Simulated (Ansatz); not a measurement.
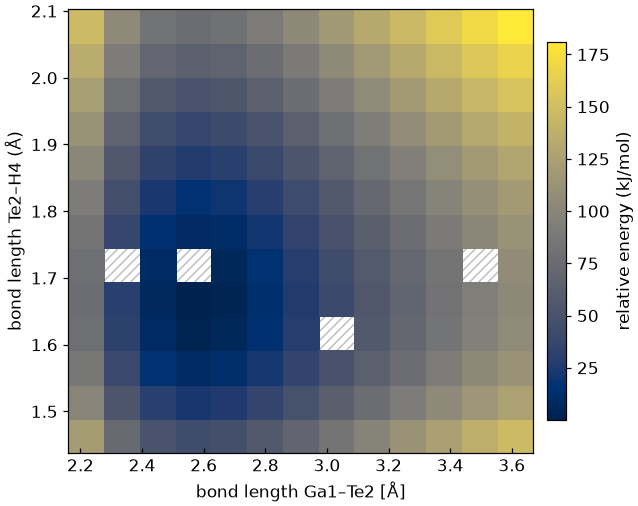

Energy landscape of GaH₂Te, SMILES [GaH][TeH], spin multiplicity 2. 
- First axis: bond length Ga1–Te2. Second axis: bond length Te2–H4.
- Nothing is relaxed (all other coordinates rigid).
- The scan uses a 13 × 13 grid. At 4 points there is no value.
- Points are written as (first, second).
- All energies are given in kJ/mol relative to the relaxed molecule at the same level.
- Theory: UKS B3LYP-D4/def2-TZVP (Ansatz).

Drawn: one coloured cell a grid point, hatched blanks where no value was computed. 

Q: Where are the wells?

A: The lowest grid point is at (2.567 Å, 1.668 Å), 0.08 kJ/mol from the relaxed molecule at the same level. It is the only kind of minimum in the scanned range. The highest grid point, (3.612 Å, 2.078 Å), lies 181 kJ/mol above the lowest. Round the minimum the two coordinates are nearly uncoupled.

Grid values (kJ/mol):

```csv
"bond length Te2–H4 ↓, bond length Ga1–Te2 →",2.219,2.335,2.451,2.567,2.683,2.799,2.915,3.031,3.147,3.263,3.380,3.496,3.612
2.078,147,103,82,77,80,90,103,118,132,146,159,171,181
2.027,135,91,69,63,67,77,90,104,119,132,146,157,167
1.976,123,78,56,50,54,63,76,91,105,119,132,144,154
1.924,111,66,44,37,41,51,64,78,92,106,119,131,141
1.873,100,55,33,26,29,39,52,66,81,95,108,119,129
1.822,91,45,23,16,19,29,42,56,71,85,98,109,119
1.771,84,37,15,8,11,21,34,48,63,76,90,101,111
1.719,78,–,9,–,6,15,28,43,57,71,84,–,106
1.668,76,30,7,0,3,13,26,40,55,69,82,93,103
1.617,79,32,9,2,5,15,28,–,56,70,83,95,105
1.566,86,39,16,9,12,21,34,49,63,77,90,102,112
1.514,99,52,29,22,25,35,48,62,77,91,104,115,125
1.463,121,73,50,43,46,56,69,84,98,112,125,137,147
```

Time for the 165 points that were run: 14 min on 1 thread of Intel(R) Xeon(R) 6975P-C (Granite Rapids), with other jobs on the host.
